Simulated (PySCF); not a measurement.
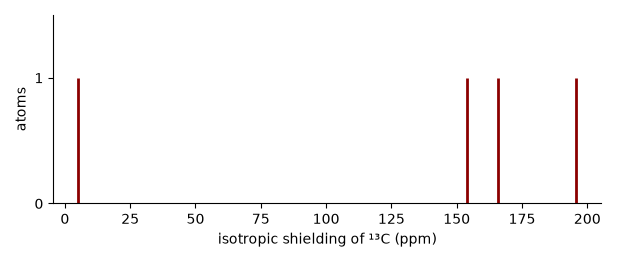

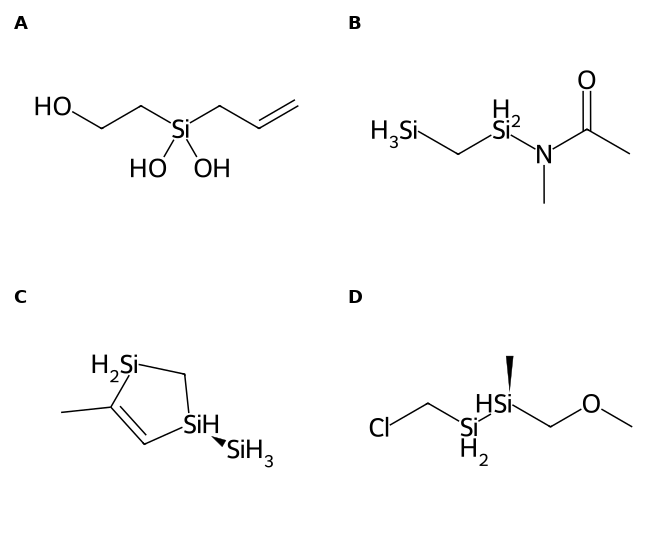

The sticks are computed shieldings of one of the molecules, for one fixed geometry (GFN2-xTB) without averaging over rotations. Low shielding means a high chemical shift. Method: GIAO PBE0/pcSseg-1 NMR shielding, non-relativistic, gas phase (PySCF 2.14.0).

### Match the spectrum to a structure.

B, `CC(=O)N(C)[SiH2]C[SiH3]`. Its 4 C atoms give lines at 5.1, 153.8, 165.7, 195.8 ppm.

The geometry is semi-empirical. Around Si such bond lengths and angles can be off by a tenth of an ångström or more and by several degrees, and values that hang on the shape move with them.
